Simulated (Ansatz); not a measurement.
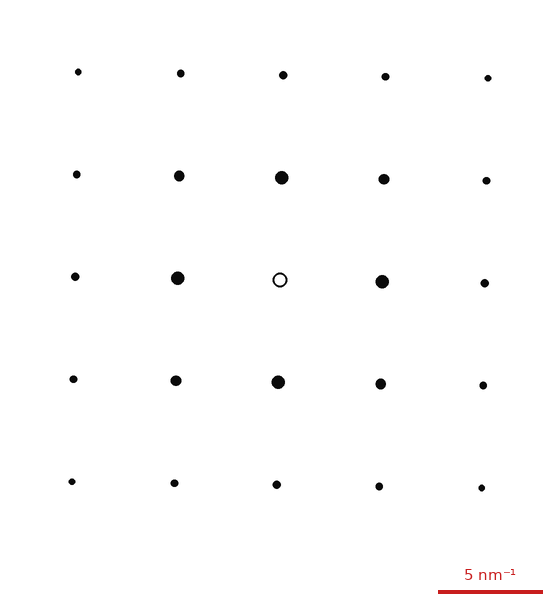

The pattern is a kinematic simulation for 120 kV electrons (no multiple scattering; isotropic B = 0.3 Å²).

> Describe the geometry of this pattern.

The spots form a square net with both shortest vectors at d = 2.02 Å, 90.0° apart.

> What is the point symmetry of the pattern, intensities included?

4mm. A zero-layer kinematic pattern is always centrosymmetric (Friedel's law). A fourfold pattern needs a tetragonal or cubic crystal seen along a 4 or -4 axis.

> What was simulated?

This cannot be fixed from one zone alone; the pattern is [001] of Al, space group Fm-3m (No. 225), a = 4.050 Å. The net vectors are 2 0 0 and 0 2 0. Structure: the input geometry of an electronic-structure calculation (not necessarily at equilibrium).
